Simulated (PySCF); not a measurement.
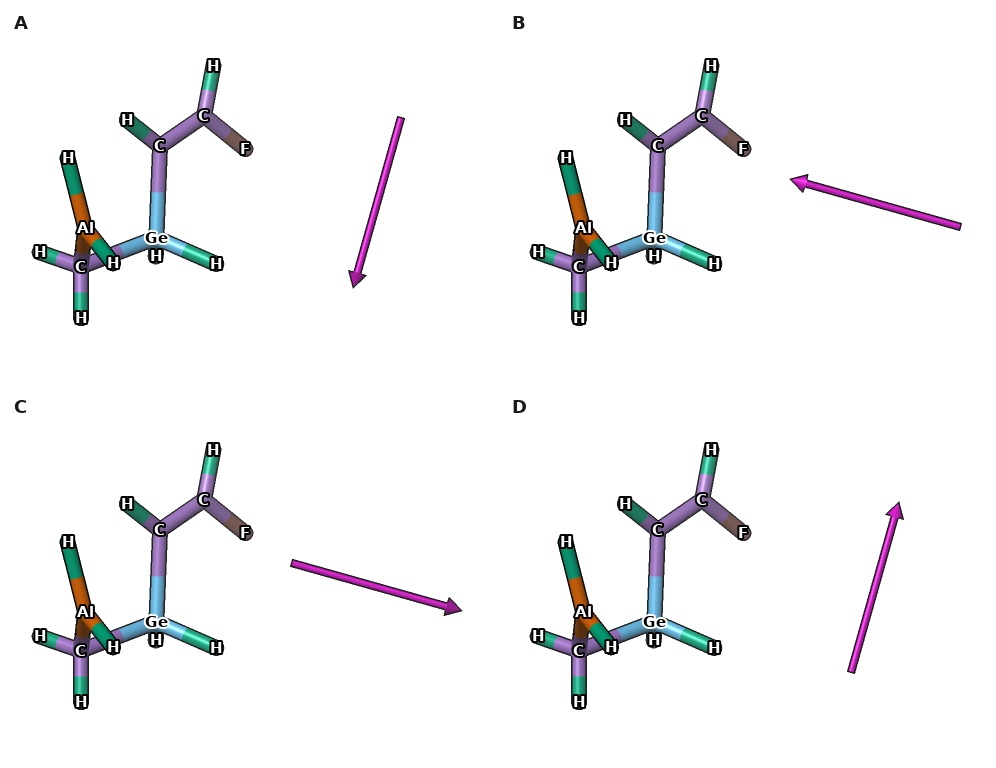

The same molecule four times, each with an arrow. The geometry was computed by an optimisation with GFN2-xTB. No frequency run is at hand to confirm it as a minimum. Level of theory: PBE0/def2-SVPD, gas phase (PySCF 2.14.0).

**Which arrow points along the dipole moment, from the negative to the positive end?**

B. The dipole moment is 1.48 D.

The geometry is semi-empirical. Around Al, Ge such bond lengths and angles can be off by a tenth of an ångström or more and by several degrees, and values that hang on the shape move with them.
